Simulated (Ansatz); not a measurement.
# Profile along the Ti–O line in CaTiO3 (cubic perovskite)

CaTiO3 (cubic perovskite)

```cif
data_CaO3Ti
_chemical_formula_sum 'Ca1 Ti1 O3'
_space_group_name_H-M_alt 'Pm-3m'
_space_group_IT_number 221
_space_group_name_Hall '-P 4 2 3'
_cell_length_a 3.80438
_cell_length_b 3.80438
_cell_length_c 3.80438
_cell_angle_alpha 90.000
_cell_angle_beta 90.000
_cell_angle_gamma 90.000
loop_
_atom_site_label
_atom_site_type_symbol
_atom_site_symmetry_multiplicity
_atom_site_Wyckoff_symbol
_atom_site_fract_x
_atom_site_fract_y
_atom_site_fract_z
_atom_site_occupancy
Ca1 Ca 1 a 0.00000 0.00000 0.00000 1
Ti1 Ti 1 b 0.50000 0.50000 0.50000 1
O1 O 3 c 0.00000 0.50000 0.50000 1
```

Fields along a shortest Ti–O line of a {110} plane (1.90 Å), from Ti to O, interpolated on the slice's grid (step about 0.3 Å). Method: LDA (plane waves to 420 eV, PAW, scalar-relativistic; Ansatz, a quantum-chemistry and plane-wave program). k mesh 9×9×9. These are valence fields of a PAW run, semicore shells included where kept as valence: close to a nucleus they are smooth pseudo fields. CaTiO3 is run without spin polarisation. CaTiO3 was relaxed with its symmetry unable to fall. The PAW data are Ansatz's earlier set. This is a high-temperature form of CaTiO3.

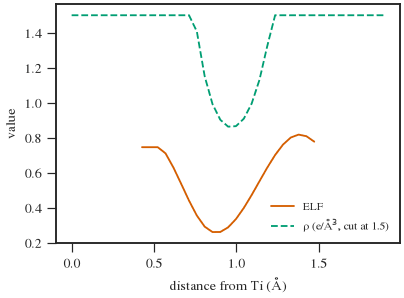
*ELF (away from the nuclei) and valence density from Ti to O.*

Density on the Ti–O line (1.90 Å) at its midpoint: 0.86 e/Å³. ELF at that point: 0.3.
